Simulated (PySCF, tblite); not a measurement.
# C₄H₇BFO₂ radical: geometry, infrared bands and EPR parameters

Aim: predict the infrared bands and EPR parameters of C₄H₇BFO₂ radical (`CC[C@@H]1OBO[C]1F`).

Programs: tblite 0.8.0 and PySCF 2.14.0, with density-fitted response routines of our own. Each step states its level of theory. These are calculated values for one molecule in the gas phase, unless marked as measured. Atoms count from 0, in the outputs and in this text.

## Step 1: Starting geometry

15 atoms, charge 0, multiplicity 2; geometry from: force field or distance geometry start.

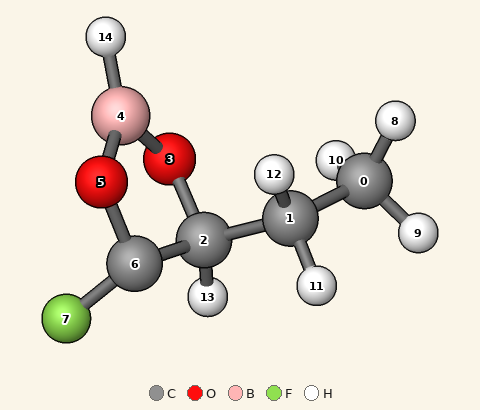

As it starts; carbon grey, oxygen red, boron pink, fluorine green, hydrogen white, atoms numbered; sticks join atoms by distance.

## Step 2: Optimising the geometry with GFN2-xTB

What the job is given:

```
{"job": {"kind": "relax", "xc": "GFN2-xTB", "basis": "xTB"}, "charge": 0, "multiplicity": 2}
C      1.989500    -0.236700    -0.438800
C      0.673200    -0.415200     0.297600
C     -0.509200    -0.527800    -0.605000
O     -0.615500     0.663800    -1.371800
B     -1.323200     1.577200    -0.473300
O     -1.992300     0.827600     0.587700
C     -1.736600    -0.503000     0.283000
F     -2.828400    -1.110800    -0.235000
H      2.558900     0.579900     0.072300
H      2.573700    -1.160800    -0.295300
H      1.814500     0.026600    -1.505400
H      0.743500    -1.409600     0.834000
H      0.464600     0.370900     1.054100
H     -0.547400    -1.434000    -1.218700
H     -1.269800     2.760000    -0.512800
```

Launch:

```sh
$ OMP_NUM_THREADS=1 python probes_run.py task.json out
```

One launch serves the whole session: the jobs run in the order shown.

What it wrote:

```text
step      E/eV     max force
  0    -713.60350    3.052
  1    -713.93700    1.574
  2    -714.05541    0.861
  3    -714.09741    0.689
  4    -714.15960    0.801
  5    -714.19506    0.824
  6    -714.24237    0.475
  7    -714.26493    0.444
  8    -714.29537    0.567
  9    -714.31411    0.432
 10    -714.32892    0.385
 11    -714.34430    0.396
 12    -714.36779    0.550
 13    -714.39665    0.658
 14    -714.42394    0.400
 15    -714.44479    0.404
 16    -714.46094    0.373
 17    -714.47743    0.466
 18    -714.49017    0.359
 19    -714.50069    0.272
 20    -714.50937    0.236
 21    -714.52067    0.301
 22    -714.52725    0.249
 23    -714.53484    0.161
 24    -714.53887    0.169
 25    -714.54217    0.171
 26    -714.54578    0.181
 27    -714.54985    0.164
 28    -714.55358    0.174
 29    -714.55654    0.141
 30    -714.55877    0.111
 31    -714.56062    0.114
 32    -714.56201    0.084
 33    -714.56281    0.069
 34    -714.56349    0.063
 35    -714.56432    0.069
 36    -714.56490    0.053
 37    -714.56524    0.044
 38    -714.56547    0.048
 39    -714.56573    0.044
 40    -714.56598    0.044
 41    -714.56621    0.041
 42    -714.56644    0.044
 43    -714.56679    0.051
 44    -714.56735    0.071
 45    -714.56812    0.087
 46    -714.56902    0.078
 47    -714.57016    0.090
 48    -714.57205    0.127
 49    -714.57596    0.203
 50    -714.58132    0.294
 51    -714.58928    0.293
 52    -714.59387    0.465
 53    -714.60016    0.218
 54    -714.60408    0.153
 55    -714.60838    0.224
 56    -714.61293    0.181
 57    -714.62359    0.160
 58    -714.62900    0.207
 59    -714.62697    0.531
 60    -714.63859    0.238
 61    -714.64280    0.180
 62    -714.64350    0.443
 63    -714.65244    0.131
 64    -714.65434    0.128
 65    -714.65734    0.124
 66    -714.65887    0.129
 67    -714.66200    0.125
 68    -714.66323    0.087
 69    -714.66440    0.081
 70    -714.66520    0.090
 71    -714.66589    0.060
 72    -714.66644    0.068
 73    -714.66696    0.076
 74    -714.66754    0.092
 75    -714.66816    0.092
 76    -714.66874    0.068
 77    -714.66930    0.058
 78    -714.66984    0.046
 79    -714.67025    0.048
 80    -714.67055    0.046
 81    -714.67086    0.044
 82    -714.67123    0.042
 83    -714.67165    0.043
 84    -714.67197    0.041
 85    -714.67222    0.041
 86    -714.67247    0.044
 87    -714.67273    0.042
 88    -714.67301    0.047
 89    -714.67328    0.052
 90    -714.67357    0.047
 91    -714.67387    0.041
 92    -714.67419    0.046
 93    -714.67453    0.040
 94    -714.67494    0.055
 95    -714.67546    0.062
 96    -714.67612    0.056
 97    -714.67683    0.062
 98    -714.67741    0.052
 99    -714.67784    0.055
100    -714.67828    0.054
101    -714.67883    0.049
102    -714.67935    0.042
103    -714.67964    0.046
104    -714.67977    0.043
105    -714.67990    0.036
106    -714.68002    0.029
107    -714.68024    0.024
108    -714.68032    0.016
109    -714.68035    0.011
110    -714.68036    0.011
111    -714.68036    0.009
```

Run time: 0.6 s. Hardware: 1 thread of Arm Neoverse V1, shared host; peak memory 0.18 GiB.

Step by step: (not every step is listed)

| step | energy from step 0 (eV) | largest force (eV/Å) |
| --- | --- | --- |
| 0 | 0.0000 | 3.0517 |
| 1 | -0.3335 | 1.5738 |
| 2 | -0.4519 | 0.8606 |
| 3 | -0.4939 | 0.6894 |
| 4 | -0.5561 | 0.8010 |
| 5 | -0.5916 | 0.8243 |
| 6 | -0.6389 | 0.4751 |
| 7 | -0.6614 | 0.4435 |
| 8 | -0.6919 | 0.5666 |
| 17 | -0.8739 | 0.4656 |
| 26 | -0.9423 | 0.1806 |
| 35 | -0.9608 | 0.0690 |
| 44 | -0.9638 | 0.0709 |
| 53 | -0.9967 | 0.2180 |
| 62 | -1.0400 | 0.4433 |
| 71 | -1.0624 | 0.0604 |
| 80 | -1.0670 | 0.0456 |
| 89 | -1.0698 | 0.0521 |
| 98 | -1.0739 | 0.0521 |
| 106 | -1.0765 | 0.0288 |
| 107 | -1.0767 | 0.0237 |
| 108 | -1.0768 | 0.0157 |
| 109 | -1.0768 | 0.0108 |
| 110 | -1.0769 | 0.0112 |
| 111 | -1.0769 | 0.0088 |

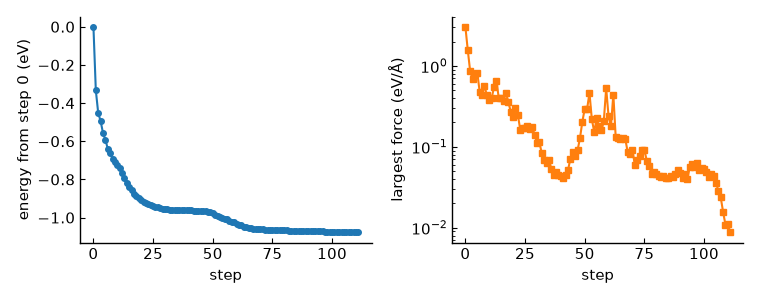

Energy and largest force along the relaxation.

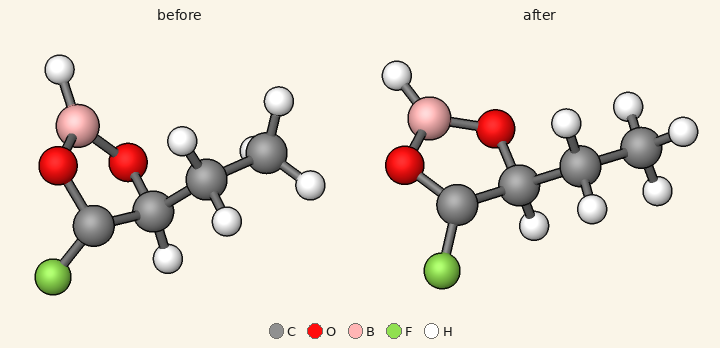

Before and after, at one scale.

Close pairs (by a distance rule), those that changed most:

| bond | before (Å) | after (Å) | change (Å) |
| --- | --- | --- | --- |
| O3–B4 | 1.464 | 1.353 | -0.110 |
| B4–O5 | 1.461 | 1.377 | -0.084 |
| C1–C2 | 1.492 | 1.536 | +0.044 |
| C1–H11 | 1.132 | 1.091 | -0.041 |
| O5–C6 | 1.389 | 1.349 | -0.039 |
| C0–H8 | 1.119 | 1.087 | -0.032 |
| B4–H14 | 1.185 | 1.158 | -0.027 |
| C0–H10 | 1.112 | 1.087 | -0.026 |

The end geometry stands in the next job.

## Step 3: Harmonic vibrations with GFN2-xTB

What the job is given:

```
{"job": {"kind": "ir", "xc": "GFN2-xTB", "basis": "xTB"}, "charge": 0, "multiplicity": 2}
C      2.077709    -0.415679    -0.399647
C      0.798819    -0.450025     0.425903
C     -0.442772    -0.270727    -0.460093
O     -0.472420     1.024773    -1.038937
B     -1.636983     1.632805    -0.713883
O     -2.439603     0.825260     0.060490
C     -1.745932    -0.307993     0.295547
F     -2.482968    -1.439501     0.310990
H      2.946423    -0.488719     0.249335
H      2.100370    -1.244071    -1.103809
H      2.134322     0.515280    -0.957434
H      0.705263    -1.402622     0.949272
H      0.811292     0.352622     1.164939
H     -0.420429    -1.024171    -1.265504
H     -1.937506     2.700758    -1.044736
```

What it wrote:

```text
mode    cm-1     km/mol
  1      76.5      0.09
  2     113.6      1.48
  3     165.9      0.56
  4     208.4      0.60
  5     272.4      0.17
  6     296.6      4.69
  7     409.6      5.31
  8     499.3     12.45
  9     525.7      1.21
 10     607.4      7.94
 11     742.7     10.86
 12     746.6     70.43
 13     804.6      4.23
 14     867.6     18.02
 15     893.4      5.44
 16     982.9     16.64
 17     996.3     20.52
 18    1072.2     41.51
 19    1089.5     17.91
 20    1107.5     65.66
 21    1117.0     60.28
 22    1125.3     40.61
 23    1184.6    206.93
 24    1217.6    218.16
 25    1233.6     23.93
 26    1253.8     88.89
 27    1268.2     12.27
 28    1324.9      1.48
 29    1409.3      3.65
 30    1467.3      0.84
 31    1493.4      4.22
 32    1498.4      4.19
 33    2768.3     74.17
 34    2812.2     25.57
 35    2990.5     22.94
 36    2996.7     17.73
 37    3040.1     38.66
 38    3047.0     30.05
 39    3053.9     17.71
```

It took 0.39 s on 1 thread of Arm Neoverse V1, shared host; peak memory 0.18 GiB.

The strongest bands and the atoms that carry them (share of the mass-weighted mode):

| cm⁻¹ | km/mol | atoms |
| --- | --- | --- |
| 747 | 70.4 | H14 65 %, B4 32 % |
| 1072 | 41.5 | B4 22 %, H11 13 %, O5 13 %, C1 12 % |
| 1108 | 65.7 | B4 21 %, C1 18 %, C2 12 %, C0 10 % |
| 1117 | 60.3 | C2 18 %, H12 15 %, C1 12 %, B4 11 % |
| 1185 | 206.9 | C6 28 %, B4 19 %, H13 19 %, O3 15 % |
| 1218 | 218.2 | C6 53 %, O5 24 % |
| 1254 | 88.9 | C6 40 %, H13 19 %, C2 14 % |
| 2768 | 74.2 | H14 91 % |

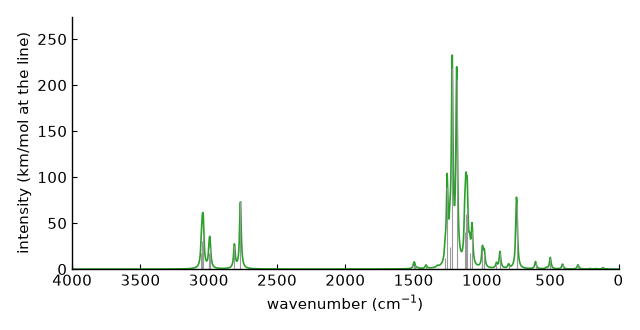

The infrared spectrum from these modes, unscaled. Lines are broadened to a width of 14 cm⁻¹ (Lorentzian).

## Step 4: g tensor and hyperfine couplings: B3LYP/pcH-1

Settings changed since step 3:

```diff
@@ -1,2 +1,2 @@
-{"job": {"kind": "ir", "xc": "GFN2-xTB", "basis": "xTB"}, "charge": 0, "multiplicity": 2}
+{"job": {"kind": "epr", "basis": "pcH-1"}, "charge": 0, "multiplicity": 2}
 C      2.077709    -0.415679    -0.399647
```

Level: UKS B3LYP, pcH-1 on B C F H O, non-relativistic, mean-field spin-orbit, GIAO.

What it wrote:

```text
UKS, coarse grid
  cycle   1  E = -431.67285925  |g| = 6.97e-01
  cycle   2  E = -431.39351155  |g| = 1.14e+00
  cycle   3  E = -431.83777324  |g| = 8.05e-02
  cycle   4  E = -431.83965598  |g| = 5.05e-02
  cycle   5  E = -431.84060928  |g| = 1.45e-02
  cycle   6  E = -431.84067669  |g| = 6.18e-03
  cycle   7  E = -431.84069141  |g| = 1.44e-03
  cycle   8  E = -431.84069323  |g| = 8.69e-04
UKS, final grid
  cycle   1  E = -431.84075087  |g| = 1.40e-03
  cycle   2  E = -431.84074966  |g| = 2.41e-03
  cycle   3  E = -431.84075153  |g| = 1.56e-04
  cycle   4  E = -431.84075154  |g| = 3.67e-05
  cycle   5  E = -431.84075154  |g| = 2.60e-05
E = -431.84075154 Eh   <S^2> = 0.7525 (exact 0.7500)
g shifts (ppm)      1          2          3
  rmc          -229       -229       -229
  gc             17         31         53
  oz_so        -239       1882       2100
  total        -451       1684       1924
hyperfine (MHz)  atom isotope    a_iso     a_fc   dipolar eigenvalues
    0   13C      -0.44      -0.44     -0.66     -0.50      1.16
    1   13C      40.42      40.42     -2.80     -2.57      5.37
    2   13C      27.40      27.40     -4.54     -2.85      7.39
    3   17O      -0.99      -0.99     -6.14      2.91      3.24
    4   11B      11.44      11.44     -3.40     -0.96      4.36
    5   17O     -44.66     -44.66    -33.65     16.28     17.37
    6   13C     348.90     348.90    -77.32    -75.27    152.59
    7   19F     288.86     288.86   -226.18   -197.57    423.75
    8    1H      -0.31      -0.31     -0.98     -0.66      1.63
    9    1H       0.07       0.07     -1.26     -0.77      2.03
   10    1H      -0.17      -0.17     -1.12     -0.96      2.08
   11    1H      -1.69      -1.69     -4.29     -2.70      6.99
   12    1H      -2.09      -2.09     -4.57     -2.65      7.22
   13    1H      66.73      66.73     -4.52     -3.15      7.66
   14    1H      -2.85      -2.85     -2.83     -1.96      4.78
```

It took 88 s on 1 thread of Arm Neoverse V1, shared host; peak memory 0.96 GiB.

Principal g values 2.00187, 2.00400, 2.00424; g(iso) = 2.00337, against 2.00232 for a free electron.

Hyperfine couplings; where a row names several nuclei, a(iso) is their mean (it holds for fast rotation or exchange) and the dipolar term the largest among them:

| nuclei | isotope | a(iso) (MHz) | a(iso) (G, at g = 2.0023) | largest dipolar term (MHz) |
| --- | --- | --- | --- | --- |
| C6 | 13C | 348.9 | 124.5 | 152.6 |
| F7 | 19F | 288.9 | 103.1 | 423.8 |
| H13 | 1H | 66.7 | 23.8 | 7.7 |
| O5 | 17O | -44.7 | -15.9 | -33.6 |
| C1 | 13C | 40.4 | 14.4 | 5.4 |
| C2 | 13C | 27.4 | 9.8 | 7.4 |
| B4 | 11B | 11.4 | 4.1 | 4.4 |
| H14 | 1H | -2.8 | -1.0 | 4.8 |
| H12 | 1H | -2.1 | -0.7 | 7.2 |
| H11 | 1H | -1.7 | -0.6 | 7.0 |
| O3 | 17O | -1.0 | -0.4 | -6.1 |
| C0 | 13C | -0.4 | -0.2 | 1.2 |
| H8, H9, H10 | 1H | -0.1 | 0.0 | 2.1 |

Mulliken spin populations:

C0 0.00; C1 0.02; C2 -0.05; O3 0.01; B4 0.04; O5 0.05; C6 0.82; F7 0.06; H8 0.00; H9 0.00; H10 0.00; H11 0.00; H12 0.00; H13 0.04; H14 0.00

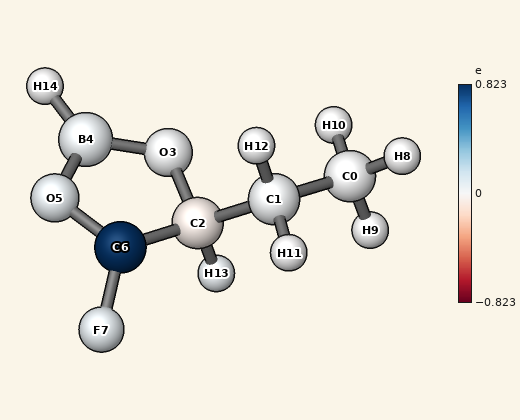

Mulliken spin populations, as colours on the atoms.

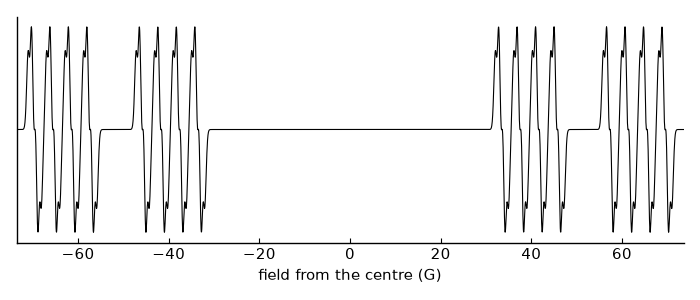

First-order isotropic spectrum (first derivative, main isotopes with spin only, couplings over 0.8 MHz, Gaussian width 0.4 G; couplings of the frozen geometry, rotation of groups not averaged beyond the rows shown).

The fields below are evaluated on a grid from the run's orbitals.

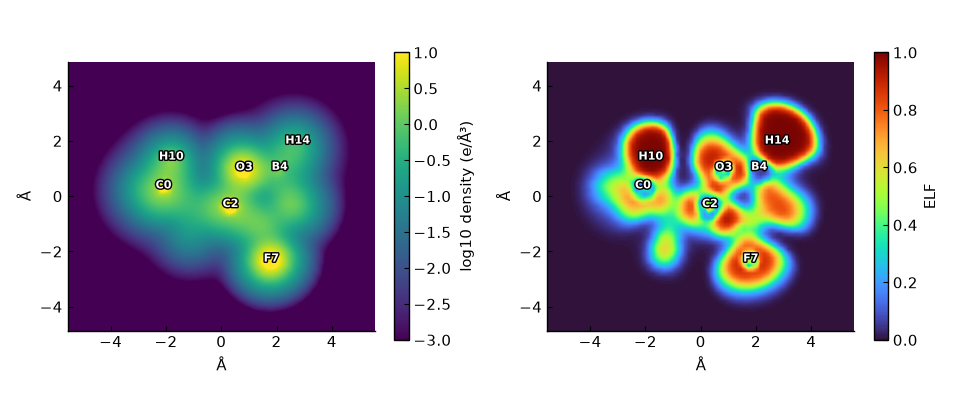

Density (left) and ELF (right) in a plane through or near 7 of the atoms.

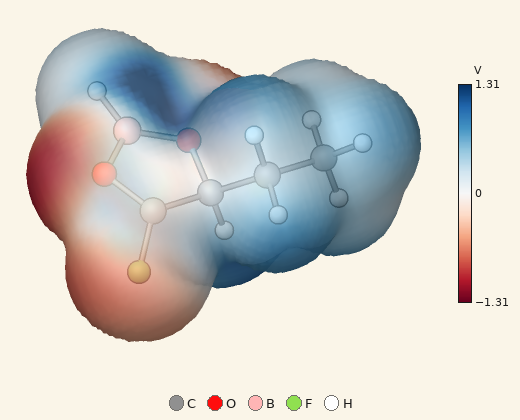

The potential that a unit positive charge feels on the 0.002 e/bohr³ surface, from -0.99 V near O5 to 1.31 V near B4.

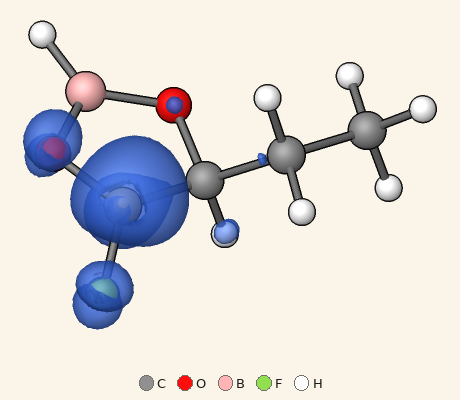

Spin density at ±0.05 e/Å³ (alpha excess blue, beta excess red).

## Step 5: Outcome

| quantity | value |
| --- | --- |
| strongest single infrared mode (GFN2-xTB) | 1218 cm⁻¹, 218 km/mol |
| zero-point energy (GFN2-xTB) | 69.7 kcal/mol |
| g(iso) (B3LYP) | 2.00337 |
| ⟨S²⟩ | 0.753 (exact 0.75) |
| largest a(iso) (averaged by class) | 13C on C6, 348.9 MHz |
| surface potential, least and greatest | -0.99 V and 1.31 V |

**Reading.** Relaxing lowered the energy by 1.077 eV in 111 steps; the close pair that moved most is O3–B4, from 1.464 to 1.353 Å. All 39 modes are real, so the xTB geometry is a minimum. The strongest single mode, at 1218 cm⁻¹, moves mainly C6. GFN2-xTB is a fitted tight-binding method: band positions and strengths are rough. Its intensities can rank the bands wrongly. Most of the unpaired spin sits on C6 (0.82 e). The isotropic g lies 1.1 ppt above the free-electron value.
